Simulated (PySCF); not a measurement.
# C₃H₈BNS: electronic excitations and core binding energies

What electronic excitations and core binding energies should C₃H₈BNS (`C=C(C)SBN`) show?

Programs: PySCF 2.14.0, with density-fitted response routines of our own. Each step states its level of theory. These are calculated values for one molecule in the gas phase, unless marked as measured. Atoms count from 0, in the outputs and in this text.

### Step 1. Starting geometry

14 atoms, charge 0, multiplicity 1; geometry from: GFN2-xTB.

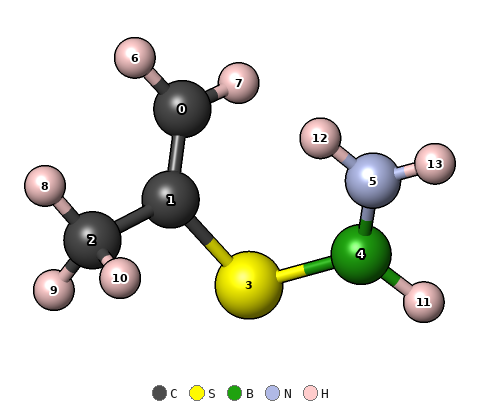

The starting geometry (carbon dark grey, sulfur yellow, boron green, nitrogen light blue, hydrogen pink), atoms numbered.

### Step 2. Excited states and response: CAM-B3LYP/def2-SVPD

Job settings and geometry (Å):

```
{"job": {"kind": "uv", "xc": "CAM-B3LYP", "basis": "def2-SVPD", "nstates": 8, "ntriplets": 3}, "charge": 0, "multiplicity": 1}
C     -1.208732     0.695673     0.681837
C     -0.835463    -0.023570    -0.364699
C     -1.404223    -1.354803    -0.727082
S      0.411826     0.569904    -1.510563
B      1.877909     0.785888    -0.488134
N      1.896949     0.486762     0.861569
H     -1.963444     0.339195     1.364355
H     -0.792592     1.667453     0.885945
H     -2.189668    -1.645514    -0.032991
H     -1.812621    -1.313637    -1.735398
H     -0.620409    -2.111823    -0.721631
H      2.833801     1.167854    -1.039420
H      1.091111     0.151620     1.367609
H      2.714878     0.584523     1.436434
```

Level: TDDFT CAM-B3LYP/def2-SVPD, vertical, gas phase, core orbitals frozen in the response.

The run is started by

```console
OMP_NUM_THREADS=1 python probes_run.py task.json out
```

One launch serves the whole session: the jobs run in the order shown.

Log:

```text
coarse grid: 11992 points
cycle   1  E = -596.5027747666  dE =  7.237e-01  |g| = 3.925e-01  |ddm| = 6.162e+00
cycle   2  E = -596.5179173673  dE = -1.514e-02  |g| = 3.628e-01  |ddm| = 1.031e+00
cycle   3  E = -596.5451784990  dE = -2.726e-02  |g| = 6.171e-02  |ddm| = 5.086e-01
cycle   4  E = -596.5460968823  dE = -9.184e-04  |g| = 2.575e-02  |ddm| = 1.506e-01
cycle   5  E = -596.5462781515  dE = -1.813e-04  |g| = 6.614e-03  |ddm| = 6.840e-02
cycle   6  E = -596.5462888082  dE = -1.066e-05  |g| = 2.410e-03  |ddm| = 1.346e-02
cycle   7  E = -596.5462903055  dE = -1.497e-06  |g| = 4.976e-04  |ddm| = 5.253e-03
final grid: 110552 points
cycle   8  E = -596.6180546478  dE = -3.558e-05  |g| = 3.678e-03  |ddm| = 8.157e-02
cycle   9  E = -596.6180551275  dE = -4.796e-07  |g| = 3.617e-03  |ddm| = 1.435e-02
cycle  10  E = -596.6180581596  dE = -3.032e-06  |g| = 4.081e-04  |ddm| = 5.448e-03
cycle  11  E = -596.6180581980  dE = -3.846e-08  |g| = 1.766e-04  |ddm| = 1.009e-03
cycle  12  E = -596.6180582061  dE = -8.098e-09  |g| = 4.002e-05  |ddm| = 4.013e-04
cycle  13  E = -596.6180582066  dE = -4.820e-10  |g| = 1.181e-05  |ddm| = 1.211e-04
converged SCF energy = -596.6180582066

Static polarisability (au): isotropic 79.231, principal 65.091 83.095 89.506

Singlet excitations
state   eV       nm        f      main configurations
  1   5.5051    225.2   0.04574   H->L 0.94
  2   6.1561    201.4   0.00655   H->L+1 0.70, H->L+5 0.09
  3   6.5048    190.6   0.05913   H->L+3 0.62, H->L+1 0.12
  4   6.7636    183.3   0.03270   H->L+4 0.38, H->L+5 0.16, H-1->L 0.14
  5   6.9058    179.5   0.18744   H-1->L 0.61, H->L+3 0.09
  6   7.0924    174.8   0.00858   H->L+2 0.59, H-1->L+1 0.18
  7   7.2361    171.3   0.04119   H->L+5 0.26, H->L+4 0.25, H-1->L+1 0.22
  8   7.4580    166.2   0.02238   H-1->L+1 0.25, H->L+4 0.17, H-1->L+3 0.16

Triplet excitations (Tamm-Dancoff, eV): 4.1440 5.4065 5.7674
```

It took 35 s on 1 thread of Arm Neoverse V1, shared host; peak memory 0.86 GiB.

The orbitals next to the gap, with their largest atomic shares:

| orbital | eV | atoms |
| --- | --- | --- |
| HOMO−3 | -10.59 | N5 29 %, S3 22 %, B4 16 % |
| HOMO−2 | -10.38 | S3 32 %, N5 24 %, B4 11 % |
| HOMO−1 | -9.15 | S3 28 %, C0 23 %, C1 22 % |
| HOMO | -8.01 | S3 49 %, N5 12 %, C1 12 % |
| LUMO | 0.80 | C1 26 %, C0 24 %, S3 12 % |
| LUMO+1 | 0.94 | B4 41 %, H13 10 %, C0 8 % |
| LUMO+2 | 1.62 | S3 21 %, B4 14 %, C2 14 % |

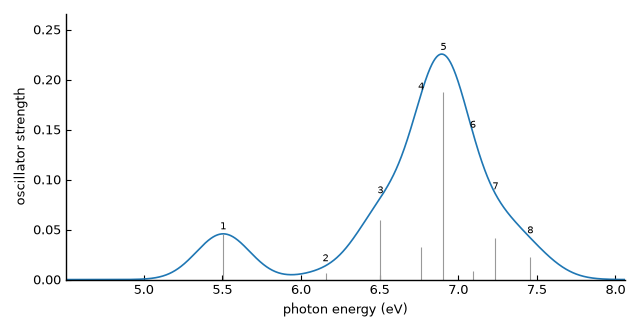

Absorption spectrum from the 8 singlet states computed; above the last one it falls off for lack of states. Lines are broadened to a width of 0.40 eV (Gaussian).

Ground-state properties from the same run:

| property | computed |
| --- | --- |
| dipole moment (D) | 2.68 |
| polarisability (Å³) | 11.74 |
| HOMO–LUMO gap (eV) | 8.81 |
| −ε(HOMO) (eV) | 8.01 |

### Step 3. Core holes by ΔSCF: SCAN, X2C

The job, as its differences from that of step 2:

```diff
@@ -1,2 +1,2 @@
-{"job": {"kind": "uv", "xc": "CAM-B3LYP", "basis": "def2-SVPD", "nstates": 8, "ntriplets": 3}, "charge": 0, "multiplicity": 1}
+{"job": {"kind": "xps"}, "charge": 0, "multiplicity": 1}
 C     -1.208732     0.695673     0.681837
```

With the program's defaults for keys left out, this is: delta-SCF UKS SCAN, pcX-2 on the ionised atom, pcseg-1 elsewhere, spin-free X2C.

Log:

```text
ground state, core basis on atom 0 (C), 159 functions
  cycle   1  E = -597.82838973  |g| = 5.47e-01
  cycle   2  E = -597.78531715  |g| = 6.90e-01
  cycle   3  E = -597.89923919  |g| = 1.34e-01
  cycle   4  E = -597.90446880  |g| = 3.24e-02
  cycle   5  E = -597.90465293  |g| = 2.24e-02
  cycle   6  E = -597.90478062  |g| = 4.26e-03
  cycle   7  E = -597.90478642  |g| = 1.41e-03
  cycle   8  E = -597.90478680  |g| = 4.56e-04
  E(ground) = -597.93071259 Eh
hole in C 1s of atom 0
  cycle   1  E = -586.66227330  |g| = 1.51e+00
  cycle   2  E = -585.38119679  |g| = 2.04e+00
  cycle   3  E = -587.03428690  |g| = 5.99e-01
  cycle   4  E = -587.15437646  |g| = 4.18e-01
  cycle   5  E = -587.24270617  |g| = 1.19e-01
  cycle   6  E = -587.24876916  |g| = 3.88e-02
  cycle   7  E = -587.24952119  |g| = 1.09e-02
  cycle   8  E = -587.24957186  |g| = 6.65e-03
  cycle   9  E = -587.24960101  |g| = 2.30e-03
  cycle  10  E = -587.24960802  |g| = 1.51e-03
  cycle  11  E = -587.24960964  |g| = 5.72e-04
  cycle  12  E = -587.24961123  |g| = 2.14e-04
  E(ion) = -587.27551164 Eh   <S^2> = 0.7797   hole on atom = 1.000   binding energy = 289.943 eV
ground state, core basis on atom 1 (C), 159 functions
  cycle   1  E = -597.90582702  |g| = 6.33e-02
  cycle   2  E = -597.90504079  |g| = 6.20e-02
  cycle   3  E = -597.90564757  |g| = 4.01e-02
  cycle   4  E = -597.90606224  |g| = 8.94e-03
  cycle   5  E = -597.90608701  |g| = 1.27e-03
  cycle   6  E = -597.90608864  |g| = 2.34e-04
  E(ground) = -597.93186376 Eh
hole in C 1s of atom 1
  cycle   1  E = -586.61522710  |g| = 1.52e+00
  cycle   2  E = -583.64828743  |g| = 2.59e+00
  cycle   3  E = -586.79310938  |g| = 8.35e-01
  cycle   4  E = -587.13503863  |g| = 3.91e-01
  cycle   5  E = -587.19133501  |g| = 1.86e-01
  cycle   6  E = -587.20584849  |g| = 5.03e-02
  cycle   7  E = -587.20725741  |g| = 2.01e-02
  cycle   8  E = -587.20756933  |g| = 1.31e-02
  cycle   9  E = -587.20777801  |g| = 7.04e-03
  cycle  10  E = -587.20791689  |g| = 5.81e-03
  cycle  11  E = -587.20800890  |g| = 3.61e-03
  cycle  12  E = -587.20804087  |g| = 1.70e-03
  cycle  13  E = -587.20804559  |g| = 8.97e-04
  cycle  14  E = -587.20804687  |g| = 3.88e-04
  E(ion) = -587.23432872 Eh   <S^2> = 0.8606   hole on atom = 1.000   binding energy = 291.095 eV
ground state, core basis on atom 2 (C), 159 functions
  cycle   1  E = -597.90304913  |g| = 5.86e-02
  cycle   2  E = -597.90286730  |g| = 3.33e-02
  cycle   3  E = -597.90279510  |g| = 3.64e-02
  cycle   4  E = -597.90312851  |g| = 8.86e-03
  cycle   5  E = -597.90314927  |g| = 6.14e-04
  cycle   6  E = -597.90315008  |g| = 1.45e-04
  E(ground) = -597.92856865 Eh
hole in C 1s of atom 2
  cycle   1  E = -586.65495530  |g| = 1.51e+00
  cycle   2  E = -585.90590806  |g| = 1.84e+00
  cycle   3  E = -587.09998647  |g| = 4.74e-01
  cycle   4  E = -587.12903567  |g| = 4.01e-01
  cycle   5  E = -587.21291668  |g| = 6.06e-02
  cycle   6  E = -587.21430310  |g| = 2.76e-02
  cycle   7  E = -587.21473261  |g| = 1.11e-02
  cycle   8  E = -587.21480171  |g| = 5.68e-03
  cycle   9  E = -587.21482424  |g| = 1.92e-03
  cycle  10  E = -587.21483696  |g| = 1.79e-03
  cycle  11  E = -587.21484492  |g| = 1.42e-03
  cycle  12  E = -587.21485691  |g| = 1.24e-03
  cycle  13  E = -587.21487522  |g| = 9.00e-04
  cycle  14  E = -587.21488062  |g| = 6.06e-04
  cycle  15  E = -587.21488050  |g| = 2.65e-04
  E(ion) = -587.24013230 Eh   <S^2> = 0.7725   hole on atom = 1.000   binding energy = 290.847 eV
ground state, core basis on atom 3 (S), 170 functions
  cycle   1  E = -598.05115355  |g| = 4.05e-01
  cycle   2  E = -598.05104746  |g| = 4.14e-02
  cycle   3  E = -598.05038696  |g| = 6.30e-02
  cycle   4  E = -598.05147181  |g| = 1.00e-02
  cycle   5  E = -598.05148071  |g| = 6.59e-03
  cycle   6  E = -598.05149288  |g| = 1.03e-03
  cycle   7  E = -598.05149337  |g| = 2.11e-04
  E(ground) = -598.06308855 Eh
hole in S 1s of atom 3
  cycle   1  E = -505.82782955  |g| = 5.08e+00
  cycle   2  E = -505.80114144  |g| = 2.33e+00
  cycle   3  E = -505.86838545  |g| = 1.42e+00
  cycle   4  E = -506.93541679  |g| = 4.42e-01
  cycle   5  E = -507.00812837  |g| = 2.87e-01
  cycle   6  E = -507.04681578  |g| = 8.21e-02
  cycle   7  E = -507.04953182  |g| = 3.49e-02
  cycle   8  E = -507.05007228  |g| = 1.03e-02
  cycle   9  E = -507.05011597  |g| = 4.70e-03
  cycle  10  E = -507.05012862  |g| = 9.99e-04
  cycle  11  E = -507.05012861  |g| = 3.22e-04
  E(ion) = -507.05287209 Eh   <S^2> = 0.7515   hole on atom = 1.000   binding energy = 2476.514 eV
hole in S 2p of atom 3
  cycle   1  E = -591.37980409  |g| = 1.52e+00
  cycle   2  E = -591.02586973  |g| = 1.46e+00
  cycle   3  E = -591.63937239  |g| = 5.67e-01
  cycle   4  E = -591.79981139  |g| = 2.28e-01
  cycle   5  E = -591.82111787  |g| = 1.10e-01
  cycle   6  E = -591.82639934  |g| = 4.51e-02
  cycle   7  E = -591.82737413  |g| = 1.26e-02
  cycle   8  E = -591.82744061  |g| = 5.53e-03
  cycle   9  E = -591.82745734  |g| = 1.52e-03
  cycle  10  E = -591.82745931  |g| = 1.19e-03
  cycle  11  E = -591.82746146  |g| = 5.35e-04
  cycle  12  E = -591.82746273  |g| = 4.25e-04
  E(ion) = -591.84511990 Eh   <S^2> = 0.7551   hole on atom = 1.001   binding energy = 169.200 eV
  2p3/2 = 168.637 eV   2p1/2 = 169.876 eV
ground state, core basis on atom 4 (B), 159 functions
  cycle   1  E = -597.89866937  |g| = 5.24e-02
  cycle   2  E = -597.89835549  |g| = 4.36e-02
  cycle   3  E = -597.89874777  |g| = 2.38e-02
  cycle   4  E = -597.89890177  |g| = 5.91e-03
  cycle   5  E = -597.89890822  |g| = 1.54e-03
  cycle   6  E = -597.89890933  |g| = 4.31e-04
  E(ground) = -597.92527285 Eh
hole in B 1s of atom 4
  cycle   1  E = -590.29040368  |g| = 1.18e+00
  cycle   2  E = -588.37071007  |g| = 1.99e+00
  cycle   3  E = -590.47125846  |g| = 6.01e-01
  cycle   4  E = -590.64919188  |g| = 3.32e-01
  cycle   5  E = -590.68619895  |g| = 2.05e-01
  cycle   6  E = -590.70829128  |g| = 6.04e-02
  cycle   7  E = -590.71052072  |g| = 1.97e-02
  cycle   8  E = -590.71080246  |g| = 8.41e-03
  cycle   9  E = -590.71088925  |g| = 5.54e-03
  cycle  10  E = -590.71093021  |g| = 4.50e-03
  cycle  11  E = -590.71095906  |g| = 2.50e-03
  cycle  12  E = -590.71097161  |g| = 1.63e-03
  cycle  13  E = -590.71098155  |g| = 1.23e-03
  cycle  14  E = -590.71098953  |g| = 9.53e-04
  cycle  15  E = -590.71099540  |g| = 6.02e-04
  cycle  16  E = -590.71099702  |g| = 4.41e-04
  E(ion) = -590.73834619 Eh   <S^2> = 0.8166   hole on atom = 1.000   binding energy = 195.566 eV
ground state, core basis on atom 5 (N), 159 functions
  cycle   1  E = -597.91618650  |g| = 7.23e-02
  cycle   2  E = -597.91616109  |g| = 1.45e-02
  cycle   3  E = -597.91609297  |g| = 2.07e-02
  cycle   4  E = -597.91622076  |g| = 2.08e-03
  cycle   5  E = -597.91622438  |g| = 5.22e-04
  cycle   6  E = -597.91622354  |g| = 1.63e-04
  E(ground) = -597.94011600 Eh
hole in N 1s of atom 5
  cycle   1  E = -582.33272432  |g| = 1.86e+00
  cycle   2  E = -581.25491538  |g| = 2.23e+00
  cycle   3  E = -582.85419823  |g| = 5.43e-01
  cycle   4  E = -582.86470670  |g| = 5.06e-01
  cycle   5  E = -583.02796254  |g| = 1.03e-01
  cycle   6  E = -583.03179070  |g| = 5.91e-02
  cycle   7  E = -583.03362993  |g| = 1.42e-02
  cycle   8  E = -583.03375101  |g| = 4.62e-03
  cycle   9  E = -583.03376080  |g| = 2.03e-03
  cycle  10  E = -583.03376324  |g| = 7.40e-04
  cycle  11  E = -583.03376480  |g| = 2.45e-04
  E(ion) = -583.05577403 Eh   <S^2> = 0.7636   hole on atom = 1.000   binding energy = 405.024 eV
```

It took 89 s on 1 thread of Arm Neoverse V1, shared host; peak memory 0.63 GiB.

The holes in one table. −ε is the ground-state orbital energy:

| hole | stands for | environment | ΔSCF (eV; 2p as the shell's mean) | −ε (eV) | ⟨S²⟩ |
| --- | --- | --- | --- | --- | --- |
| C1s on C0 | C0 | terminal =CH2 carbon | 289.94 | 273.6 | 0.780 |
| C1s on C1 | C1 | fully substituted alkene carbon | 291.09 (doubtful) | 274.9 | 0.861 |
| C1s on C2 | C2 | allylic methyl carbon | 290.85 | 273.7 | 0.773 |
| S1s on S3 | S3 | sulfur bonded to C, B | 2476.51 | 2414.6 | 0.751 |
| S2p on S3 | S3 | sulfur bonded to C, B | 169.05 | 157.7 | 0.755 |
| B1s on B4 | B4 | boron bonded to N, S, H | 195.57 | 180.1 | 0.817 |
| N1s on N5 | N5 | nitrogen bonded to B, 2 H | 405.02 | 385.9 | 0.764 |

Doubtful: the ion did not converge, its hole moved, or its ⟨S²⟩ is well above 0.75.

With the spin-orbit splitting: S3 2p3/2 168.64, 2p1/2 169.88 eV. The table gives each 2p level as the mean over the whole 2p shell (two parts 2p3/2, one part 2p1/2), which differs a little from the single hole in the log.

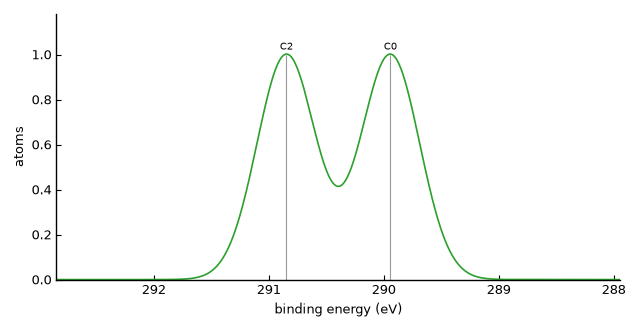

The C1s photoelectron lines, weighted by the number of atoms. Only 2 of the 3 C atoms are covered by sound results. Lines are broadened to a width of 0.60 eV (Gaussian).

### Step 4. Outcome

| quantity | value |
| --- | --- |
| lowest singlet (CAM-B3LYP/def2-SVPD) | 5.51 eV (225 nm), f = 0.046 |
| brightest single state of those computed | state 5, 6.91 eV, f = 0.187 |
| lowest triplet | 4.14 eV |
| C1s binding energies, SCAN/pcX-2 (standing for 2 of 3 atoms) | C2 290.85, C0 289.94 eV |
| S1s binding energies, SCAN/pcX-2 | S3 2476.51 eV |
| S2p binding energies, SCAN/pcX-2 | S3 169.05 eV |
| B1s binding energies, SCAN/pcX-2 | B4 195.57 eV |
| N1s binding energies, SCAN/pcX-2 | N5 405.02 eV |

In words: The lowest singlet, at 5.51 eV, is HOMO→LUMO 0.94 and is weak; of the 8 states computed, the strongest absorption comes from state 5 at 6.91 eV. The lowest triplet lies 1.36 eV below the lowest singlet (triplets in Tamm-Dancoff, singlets in full TDDFT). The C1s levels kept as sound span 0.90 eV, from C0 (terminal =CH2 carbon) up to C2 (allylic methyl carbon). Only 2 of the 3 C atoms are covered by sound results.
